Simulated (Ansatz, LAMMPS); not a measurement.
## Elastic response of glassy 63ZnO-37GeO2 (mol %) (102 atoms)

Aim: relax glassy 63ZnO-37GeO2 (mol %) (102 atoms), then change its volume and shape to read moduli from the stress.

Main program and level: Ansatz 0.2.0; Kohn-Sham DFT, LDA, PAW (set soft_2), plane waves.

### 1. The structure

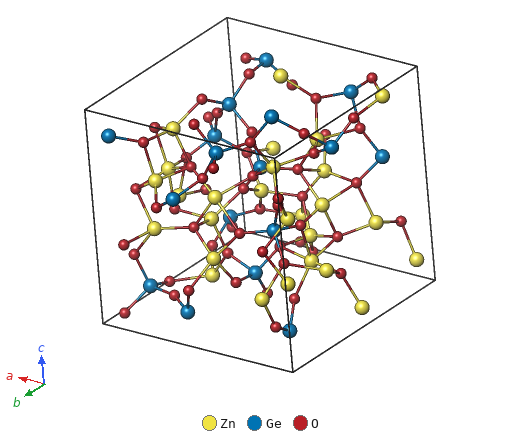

The cell as given, from a free direction (zinc yellow, germanium blue, oxygen red). Bonds to atoms that aren't drawn are left out. Some periodic images of atoms are drawn too.

The cell holds 102 atoms: 27 Zn, 16 Ge and 59 O. Its edges and angles: a = 11.178 Å, b = 11.178 Å, c = 11.178 Å, α = 90.0°, β = 90.0°, γ = 90.0°. 102 atoms (27 Zn, 16 Ge, 59 O) placed at random at 4.43 g/cm³, melted at 4000 K for 10 ps at fixed volume with the Morse and Coulomb pair potential with partial charges (Pedone, Malavasi, Menziani, Cormack and Segre, J. Phys. Chem. B 110, 11780 (2006)). Quenched from 4000 K to 300 K at 50 K/ps and fixed volume, held 10 ps at zero pressure, then minimised at fixed cell.

What the set-up can't give: The quench rate of 50 K/ps is orders of magnitude faster than experiment, which tends to freeze in extra defects. The network of bonds at the start is that of the classical potential that made the cell, and needn't be the one that DFT or experiment would give. The Brillouin zone is sampled at Γ only.

### 2. Single point at the start

The forces at the start show how far the geometry lies from a minimum of this functional.

input.yaml

```yaml
crystal:
  lattice:
    - [11.17787, 0.0, 0.0]
    - [0.0, 11.17787, 0.0]
    - [0.0, 0.0, 11.17787]
  atoms:
    - { symbol: Zn, position: [0.41333, 0.29616, 0.2425] }
    - { symbol: Zn, position: [0.5357, 0.80023, 0.32437] }
    - { symbol: Zn, position: [0.77553, 0.52104, 0.07204] }
    - { symbol: Zn, position: [0.75978, 0.06455, 0.47162] }
    - { symbol: Zn, position: [0.39697, 0.1847, 0.50067] }
    - { symbol: Zn, position: [0.48569, 0.31203, 0.97836] }
    - { symbol: Zn, position: [0.79711, 0.82037, 0.63665] }
    - { symbol: Zn, position: [0.25826, 0.4936, 0.24371] }
    - { symbol: Zn, position: [0.23009, 0.87837, 0.23639] }
    - { symbol: Zn, position: [0.98238, 0.44276, 0.36348] }
    - { symbol: Zn, position: [0.06592, 0.03013, 0.09418] }
    - { symbol: Zn, position: [0.27, 0.37587, 0.45242] }
    - { symbol: Zn, position: [0.90288, 0.59671, 0.57261] }
    - { symbol: Zn, position: [0.65432, 0.29807, 0.39832] }
    - { symbol: Zn, position: [0.81511, 0.65103, 0.80313] }
    - { symbol: Zn, position: [0.01229, 0.23148, 0.95796] }
    - { symbol: Zn, position: [0.30621, 0.3277, 0.72845] }
    - { symbol: Zn, position: [0.57254, 0.71088, 0.56353] }
    - { symbol: Zn, position: [0.08914, 0.83669, 0.6255] }
    - { symbol: Zn, position: [0.58127, 0.12711, 0.22612] }
    - { symbol: Zn, position: [0.04195, 0.66616, 0.32333] }
    - { symbol: Zn, position: [0.71217, 0.57422, 0.3726] }
    - { symbol: Zn, position: [0.00866, 0.49122, 0.08182] }
    - { symbol: Zn, position: [0.13783, 0.19054, 0.32033] }
    - { symbol: Zn, position: [0.31568, 0.62416, 0.72612] }
    - { symbol: Zn, position: [0.0388, 0.93488, 0.37584] }
    - { symbol: Zn, position: [0.8417, 0.79936, 0.39392] }
    - { symbol: Ge, position: [0.71441, 0.38792, 0.82668] }
    - { symbol: Ge, position: [0.62056, 0.89814, 0.09727] }
    - { symbol: Ge, position: [0.08055, 0.51471, 0.82482] }
    - { symbol: Ge, position: [0.27195, 0.11713, 0.8692] }
    - { symbol: Ge, position: [0.71587, 0.11483, 0.91529] }
    - { symbol: Ge, position: [0.51667, 0.55429, 0.15626] }
    - { symbol: Ge, position: [0.52576, 0.44902, 0.60101] }
    - { symbol: Ge, position: [0.93692, 0.93423, 0.86349] }
    - { symbol: Ge, position: [0.88572, 0.29096, 0.59969] }
    - { symbol: Ge, position: [0.43125, 0.85347, 0.86423] }
    - { symbol: Ge, position: [0.90007, 0.78523, 0.10788] }
    - { symbol: Ge, position: [0.87318, 0.24859, 0.20435] }
    - { symbol: Ge, position: [0.57059, 0.99384, 0.67662] }
    - { symbol: Ge, position: [0.13323, 0.11683, 0.59747] }
    - { symbol: Ge, position: [0.28101, 0.69753, 0.4689] }
    - { symbol: Ge, position: [0.25168, 0.68543, 0.00163] }
    - { symbol: O, position: [0.24718, 0.31993, 0.28489] }
    - { symbol: O, position: [0.13658, 0.02472, 0.25484] }
    - { symbol: O, position: [0.96436, 0.89285, 0.01226] }
    - { symbol: O, position: [0.25638, 0.54892, 0.435] }
    - { symbol: O, position: [0.91212, 0.64048, 0.06339] }
    - { symbol: O, position: [0.5312, 0.86027, 0.97838] }
    - { symbol: O, position: [0.3477, 0.98375, 0.86795] }
    - { symbol: O, position: [0.15037, 0.12033, 0.96276] }
    - { symbol: O, position: [0.13481, 0.62327, 0.92247] }
    - { symbol: O, position: [0.56506, 0.94829, 0.23146] }
    - { symbol: O, position: [0.96194, 0.79918, 0.24686] }
    - { symbol: O, position: [0.34542, 0.72544, 0.87852] }
    - { symbol: O, position: [0.97054, 0.57995, 0.74309] }
    - { symbol: O, position: [0.68068, 0.03415, 0.0391] }
    - { symbol: O, position: [0.75029, 0.8167, 0.11099] }
    - { symbol: O, position: [0.22371, 0.81168, 0.0798] }
    - { symbol: O, position: [0.12185, 0.98251, 0.52851] }
    - { symbol: O, position: [0.59568, 0.39989, 0.72932] }
    - { symbol: O, position: [0.21283, 0.151, 0.72628] }
    - { symbol: O, position: [0.18636, 0.76756, 0.36591] }
    - { symbol: O, position: [0.4209, 0.75494, 0.44865] }
    - { symbol: O, position: [0.76761, 0.23044, 0.52093] }
    - { symbol: O, position: [0.9759, 0.26935, 0.31821] }
    - { symbol: O, position: [0.99609, 0.18474, 0.61482] }
    - { symbol: O, position: [0.87174, 0.97508, 0.38742] }
    - { symbol: O, position: [0.69363, 0.9575, 0.59396] }
    - { symbol: O, position: [0.04113, 0.39997, 0.92124] }
    - { symbol: O, position: [0.69154, 0.26692, 0.92197] }
    - { symbol: O, position: [0.82812, 0.33234, 0.73641] }
    - { symbol: O, position: [0.94126, 0.1573, 0.10242] }
    - { symbol: O, position: [0.75694, 0.5147, 0.89581] }
    - { symbol: O, position: [0.50434, 0.21256, 0.36865] }
    - { symbol: O, position: [0.67441, 0.74238, 0.41414] }
    - { symbol: O, position: [0.36075, 0.24497, 0.8733] }
    - { symbol: O, position: [0.9479, 0.41506, 0.53647] }
    [... 18 atom lines left out ...]
    - { symbol: O, position: [0.86028, 0.07028, 0.87254] }
    - { symbol: O, position: [0.44164, 0.46784, 0.25922] }
    - { symbol: O, position: [0.46574, 0.07246, 0.60572] }
    - { symbol: O, position: [0.94172, 0.77651, 0.5475] }
    - { symbol: O, position: [0.22667, 0.72419, 0.6111] }
    - { symbol: O, position: [0.73093, 0.65728, 0.64716] }
kpoints:
  mp_grid: { grid: [1, 1, 1] }
hamiltonian:
  xc: lda
scf:
  occupations: { method: gaussian, width: 0.05 }
output:
  forces: true
```

Launch:

```sh
> ansatz run input.yaml --threads 4 --pin off --max-ram 8192MiB --backend cpu --events-out ev --progress --plain --runs-dir out
```

Output:

```text
Engine: ansatz 0.2.0, x86_64-unknown-linux-gnu
Pseudopotentials: kind: paw
Pseudopotential: Zn, paw, valence charge 12, recommended cutoff 420 eV (normal), Zn.paw.azcp
Pseudopotential: Ge, paw, valence charge 14, recommended cutoff 420 eV (normal), Ge.paw.azcp
Pseudopotential: O, paw, valence charge 6, recommended cutoff 420 eV (normal), O.paw.azcp
[... 3 lines on functional and potentials left out ...]
Crystal: 102 atoms, lattice volume = 1396.616 Å³
Basis set: ecut = 420 eV, 27201 PW (Γ)
Bands: 553, of which v1, the nominal top of the filled ones, is band 451 counted from 1 (450 counted from 0)
Symmetry: 1 space group operations
Space group: P1 (ITA 1), of the structure as read, at distance tolerance 1.1e-4 Å
k-points: 1
[... 10 lines on functional and potentials left out ...]
Initial density: superposition of atomic densities (neutral atoms: chi_scale 0, normalization atom), corrected by the library's trained network
Initial wavefunctions: pseudopotential atomic-orbital guess
Functional: x = slater, c = lda
SCF iter   1: F=—  HF=-187852.393019 eV  |F-HF|=—  |Δ(HF+E_count)|=         —  Δρ=1.63e-2  dr2=3.31e0  ethr=1.77e-3  ⟨swp⟩=6.0  Hψ=2083  notcnv=0  defer=57
preconditioner: auto → Resta (q_TF=auto, 2.537 Å⁻¹)  ε∞=4.4  [insulator: Δε(μ)=0.548 eV  Ē_g=16.176 eV  σ=0.050 eV  W_gap=1.00  n_scr=388 (ndim 8)  ℏωp=29.8 eV  f_vac=0.171  D(μ)=0.00/eV (n_scr^D=0)  ε∞_Penn≈4.4]
SCF iter   2: F=—  HF=-187851.498403 eV  |F-HF|=—  |Δ(HF+E_count)|=   8.95e-1  Δρ=3.83e-3  dr2=1.11e-1  ethr=3.67e-4  ⟨swp⟩=2.0  Hψ=959  notcnv=0  defer=96
SCF iter   3: F=—  HF=-187851.469676 eV  |F-HF|=—  |Δ(HF+E_count)|=   2.87e-2  Δρ=1.86e-3  dr2=4.17e-2  ethr=1.24e-5  ⟨swp⟩=2.0  Hψ=793  notcnv=0  defer=66
automatic band count: iteration 3 solves 523 bands in place of 553: the levels show a gap, and the empty bands left out lie too high to hold charge; the band table lists the bands solved (type scf.n_extra_bands for more)
SCF iter   4: F=—  HF=-187851.458794 eV  |F-HF|=—  |Δ(HF+E_count)|=   1.09e-2  Δρ=8.54e-4  dr2=1.01e-2  ethr=4.62e-6  ⟨swp⟩=2.0  Hψ=792  notcnv=0  defer=66
SCF iter   5: F=—  HF=-187851.456385 eV  |F-HF|=—  |Δ(HF+E_count)|=   2.41e-3  Δρ=2.16e-4  dr2=8.61e-4  ethr=1.12e-6  ⟨swp⟩=2.0  Hψ=813  notcnv=0  defer=66
SCF iter   6: F=—  HF=-187851.456400 eV  |F-HF|=—  |Δ(HF+E_count)|=   1.49e-5  Δρ=1.38e-4  dr2=2.86e-4  ethr=9.55e-8  ⟨swp⟩=2.0  Hψ=905  notcnv=0  defer=66
SCF iter   7: F=—  HF=-187851.456368 eV  |F-HF|=—  |Δ(HF+E_count)|=   3.21e-5  Δρ=4.28e-5  dr2=2.51e-5  ethr=3.17e-8  ⟨swp⟩=2.0  Hψ=871  notcnv=0  defer=66
SCF iter   8: F=—  HF=-187851.454276 eV  |F-HF|=—  |Δ(HF+E_count)|=   2.09e-3  Δρ=2.07e-5  dr2=6.62e-6  ethr=2.78e-9  ⟨swp⟩=2.0  Hψ=973  notcnv=0  defer=66
SCF iter   9: F=—  HF=-187851.454277 eV  |F-HF|=—  |Δ(HF+E_count)|=   1.18e-6  Δρ=8.32e-6  dr2=1.27e-6  ethr=7.34e-10  ⟨swp⟩=2.0  Hψ=787  notcnv=0  defer=66
SCF iter  10: F=—  HF=-187851.454277 eV  |F-HF|=—  |Δ(HF+E_count)|=   3.94e-7  Δρ=7.83e-6  dr2=7.86e-7  ethr=1.41e-10  ⟨swp⟩=2.0  Hψ=908  notcnv=0  defer=66
SCF iter  11: F=-187851.454277 eV  HF=-187851.454277 eV  |F-HF|=1.03e-8  |Δ(HF+E_count)|=   1.29e-7  Δρ=1.44e-6  dr2=4.42e-8  ethr=1.11e-11  ⟨swp⟩=2.0  Hψ=1788  notcnv=0
SCF 1 converged in 11 iterations: F = -187851.454277 eV  dr2 = 4.42e-8
  greatest PAW one-centre occupation: 0.999 electrons in one spin orbital (limit 2), on the Ge atom at site 34 (counted from 0), in its partial waves of l = 2
SCF converged after 11 iterations
Free energy (F): -187851.454277 eV
Harris-Foulkes:  -187851.454277 eV  (|F-HF|=1.03e-8)
Internal energy: -187851.454277 eV  (E = F + TS)
E sigma→0 (E₀):  -187851.454277 eV
Fermi energy:    5.692421 eV
--- Per-component energies (eV) ---
  E_band       = -4061.342803
  E_kinetic    = 15599.901475
  E_local      = -124428.735406  (includes V_loc(G=0)·N_el)
  E_nonlocal   = 26636.931265
  E_hartree    = 52207.264864
  E_xc         = -9054.410460
  E_vxc        = -7886.042860  (∫ρ·V_xc dr)
  E_paw        = -87412.181614  (= ΣΔE_a)
  E_vpaw       = -18398.082147  (= ΣTr[D̂ρ^β])
  E_aug_tail   = 0.144224  (compensation charges beyond the density's cutoff)
  E_ewald      = -61478.663029
  E_core_change = 78.294403  (= ΣΔE_core)
  E_smearing   = -0.000000  (= −TS)
  E_closure    = 0.000000  (closes the sum)
  Σ components = -187851.454277   (vs F -187851.454277, Δ=0.00e0)
--- Forces (eV/Å), atoms counted from 1 ---
  atom   1  Zn     0.37069855     0.40993905    -0.81295612
  atom   2  Zn    -0.19638068    -0.86294652    -0.67449569
  atom   3  Zn    -1.10590979    -0.10144179     0.59161989
  atom   4  Zn     1.23532256    -0.00496360     0.39733344
  atom   5  Zn     1.09029645    -0.87370202     0.25528410
  atom   6  Zn    -0.03373104     0.48111430     1.37315045
  atom   7  Zn    -0.00224641     0.53698907     0.16274510
  atom   8  Zn     0.30694860     0.94680196    -0.62818607
  atom   9  Zn    -0.28459283    -1.12887793    -0.95870353
  atom  10  Zn    -0.23721683    -0.69302923     0.02814736
  atom  11  Zn    -0.09122769    -0.18482925     0.07231477
  atom  12  Zn     0.05382387     1.00952706    -0.08363728
  atom  13  Zn    -0.08060122    -0.28261563    -0.01751420
  atom  14  Zn     0.02927788     0.26718074     0.45194597
[...]
atom 101  O     -0.45838196     0.37032745     1.34563074
  atom 102  O      0.29983893     0.28817353    -0.09383650
  max |Σ_I F_I| component: 2.56e-4 eV/Å
```

The job ended after 7.6 s (4 threads of AMD EPYC 9R45, shared host; peak memory 2.2 GiB; 29 s of CPU time).

Reading the cycles: dr2 is the Hartree energy of the density residual (eV), the measure of convergence; HF is the Harris–Foulkes estimate of the energy, which meets the free energy F at convergence.

The r.m.s. force at the start is 0.75 eV/Å.

(Continued in part 2 of 4.)

[Logs are printed without paths, hosts, clocks, repeated set-up lines and the standing remarks that a program may print on its own settings, such as how far it seeks lower states.]

[Hosts, paths, dates, database ids (printed as entryN), source tags and the programs' standing remarks are cut or masked in the printed files.]
